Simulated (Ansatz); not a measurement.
SnNH3S2: saddle-point search

SnNH3S2, computed with HF/LANL2DZ, RHF, core potentials LANL2DZ (Ansatz 0.2.0).

The starting geometry was optimised with HF/LANL2DZ. Figures and captions count atoms from 1; the log counts them from 0 in places.

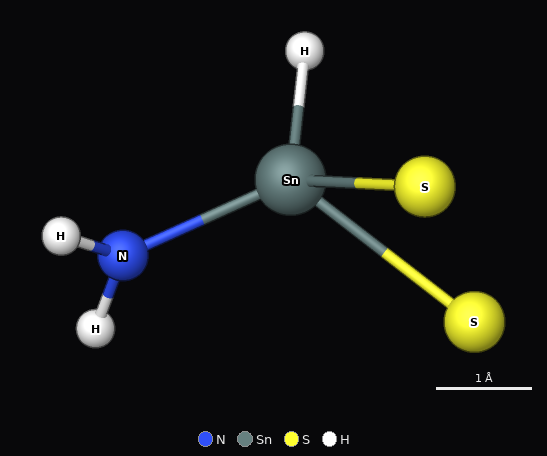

**Figure 1.** The structure as given in the input (ball-and-stick view, seen at a tilt). Sticks mark near contacts.

## Input file
```yaml
crystal:
  periodic: [false, false, false]
  atoms:
    - {symbol: "N", position_ang: [-0.914393, 1.062877, -0.144796]}
    - {symbol: Sn, position_ang: [0.644038, -0.076231, 0.040077]}
    - {symbol: S, position_ang: [0.428805, -2.104434, 1.394674]}
    - {symbol: S, position_ang: [0.574054, -2.284343, -1.017231]}
    - {symbol: H, position_ang: [-1.350695, 1.256431, -1.022512]}
    - {symbol: H, position_ang: [-1.455690, 1.379465, 0.632722]}
    - {symbol: H, position_ang: [2.135081, 0.698234, 0.071367]}
basis:
  gaussian: {orbitals: LANL2DZ.json}
hamiltonian: {xc: hf}
saddle:
  max_steps: 60
```

Hardware: 1 thread of Intel Xeon (Granite Rapids), 64 GiB of memory available, shared host.

Launched with:
```bash
ansatz run in.yaml --threads 1 --pin off --max-ram 2610MiB --events-out events.jsonl --progress --plain --runs-dir runs
```

## The program's output
```
Functional definition: HF
  name "HF"
  exchange = exact_x
  correlation = 0
614 factors; integrals over basis functions are off by at most 1.4e-4 eV
mean field evaluation 1: about -2152.8107 eV, gradient 2.9e1 eV
mean field evaluation 2: about -2152.8104 eV, gradient 2.9e1 eV
mean field evaluation 4: about -2155.0271 eV, gradient 2.2e0 eV
mean field evaluation 8: about -2155.0464 eV, gradient 4.1e-4 eV
mean field -2155.04637582 eV, -79.1964935686 hartree, gradient 1.7e-5 eV, S^2 0.000000; 0 other end points of the search recorded, 0 dependent functions left out
the calculation of the forces begins
reference -2155.04637582 eV, -79.1964935686 hartree; 13, 13 occupied and 26, 26 virtual orbitals, 614 factors
saddle search: the rotation starts from a random direction (saddle.seed = 0)
these checks for a lower state are left out or cut short: stability, starts, cluster_reference, orbital_swaps, neighbouring_geometries, increment
614 factors; integrals over basis functions are off by at most 1.4e-4 eV
mean field evaluation 16: about -2155.0449 eV, gradient 1.0e-4 eV
mean field -2155.04493098 eV, -79.1964404715 hartree, gradient 8.7e-7 eV, S^2 0.000000; 0 other end points of the search recorded, 0 dependent functions left out
[... from here on the field's lines of each further geometry are left out, up to the last ...]
saddle step   1: F+E_penalty+E_count = -2155.04637582 eV  max|allowed force component| = 2.430e-2 eV/Å  curvature = -0.3306 eV/Å²  mode residual = 1.69e-1 eV/Å²  Δτ_max = 0.0000 Å  (20 rotations, 28 force calls, 639 SCF iters)  cluster: 3 rotations left out, max|force component along them| = 1.351e-8 eV/Å
saddle search: the force at step 2 is within saddle.f_tol, and the search now checks the order of the point unasked, as it does wherever a lone molecule whose rigid rotations it leaves out would converge (saddle.isolated_cluster): at most 100 rotations across the mode and 202 force calls, two more next to a line or behind a second negative curvature, two more where it reads a positive, two for each turn that reads one and six more at each negative that it reads, and up to 22 at one that stands (24 where saddle.amplitude is under 0.005 Å), over each length that the point is read over (saddle.order_check: false declines the check)
saddle search: the rotation starts from a random direction (saddle.seed = 0)
the calculation of the forces begins
reference -2155.04641565 eV, -79.1964950320 hartree; 13, 13 occupied and 26, 26 virtual orbitals, 614 factors
614 factors; integrals over basis functions are off by at most 1.4e-4 eV
mean field -2155.04642862 eV, -79.1964955087 hartree, gradient 1.6e-5 eV, S^2 0.000000; 1 other end points of the search recorded, 0 dependent functions left out
the calculation of the forces begins
reference -2155.04642862 eV, -79.1964955087 hartree; 13, 13 occupied and 26, 26 virtual orbitals, 614 factors
saddle step   2: F+E_penalty+E_count = -2155.04642862 eV  max|allowed force component| = 1.758e-3 eV/Å  curvature = -0.3502 eV/Å² (error put at 0.0010; -0.3510 at half of saddle.amplitude)  mode residual = 1.27e-1 eV/Å²  Δτ_max = 0.0023 Å  (1 rotations, 33 force calls, 769 SCF iters)  order check (unasked): positive, curvature across the mode = +1.0648 eV/Å²; +0.9506 less its residual, +0.9505 less it at half of saddle.amplitude; error put at 0.0002 (25 force calls)  cluster: 3 rotations left out, max|force component along them| = 3.445e-8 eV/Å
Total energy: -2155.04642862 eV, -79.1964955087 hartree
Atom 0 at    -0.913245     1.064180    -0.144516 Å, force    -0.000187    -0.000020    -0.001758 eV/Å
Atom 1 at     0.644417    -0.077271     0.038078 Å, force    -0.000305     0.000116    -0.000231 eV/Å
Atom 2 at     0.426518    -2.104354     1.394606 Å, force    -0.000078    -0.000009     0.000107 eV/Å
Atom 3 at     0.575716    -2.285958    -1.017346 Å, force     0.000108    -0.000018     0.000036 eV/Å
Atom 4 at    -1.351737     1.255332    -1.021165 Å, force     0.000451    -0.000124     0.001356 eV/Å
Atom 5 at    -1.454500     1.380018     0.633005 Å, force    -0.000106     0.000034     0.000407 eV/Å
Atom 6 at     2.134031     0.700053     0.071639 Å, force     0.000117     0.000021     0.000084 eV/Å
Dipole moment:    -0.067459     1.229779    -0.096745 e Å
```

## Trajectory as extended XYZ (Å, eV, eV/Å), 2 frames, from step=1 to step=2
```
7
Properties=species:S:1:pos:R:3:forces:R:3 step=1 energy=-2155.04638
N    -0.9144    1.0629   -0.1448   -0.0153   0.0216  -0.0019
Sn    0.6440   -0.0762    0.0401    0.0073  -0.0165  -0.0101
S     0.4288   -2.1044    1.3947   -0.0031   0.0008   0.0037
S     0.5741   -2.2843   -1.0172    0.0023  -0.0022  -0.0015
H    -1.3507    1.2564   -1.0225    0.0088  -0.0065   0.0243
H    -1.4557    1.3795    0.6327    0.0015  -0.0036  -0.0154
H     2.1351    0.6982    0.0714   -0.0015   0.0064   0.0010
7
Properties=species:S:1:pos:R:3:forces:R:3 step=2 energy=-2155.04643
N    -0.9132    1.0642   -0.1445   -0.0002   0.0000  -0.0018
Sn    0.6444   -0.0773    0.0381   -0.0003   0.0001  -0.0002
S     0.4265   -2.1044    1.3946   -0.0001   0.0000   0.0001
S     0.5757   -2.2860   -1.0173    0.0001   0.0000   0.0000
H    -1.3517    1.2553   -1.0212    0.0005  -0.0001   0.0014
H    -1.4545    1.3800    0.6330   -0.0001   0.0000   0.0004
H     2.1340    0.7001    0.0716    0.0001   0.0000   0.0001
```

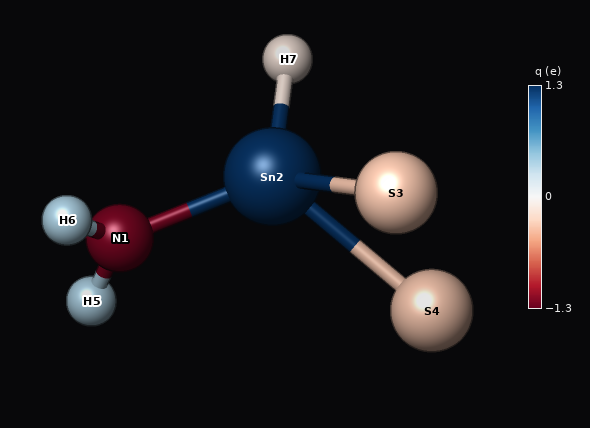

**Figure 2.** Mulliken charges, as the colour of each atom (ball-and-stick view, seen at a tilt; atoms are numbered from 1 in the order of the input). By element: N −1.22, Sn +1.27, S −0.34 and H −0.14 to +0.39 e.

## Key numbers

```csv
quantity,value
outcome,converged
total energy,−79.196496 hartree
basis functions,39
largest force,0.002 eV/Å
dipole moment,5.93 D
wall time,15 s
peak memory,0.091 GiB
```
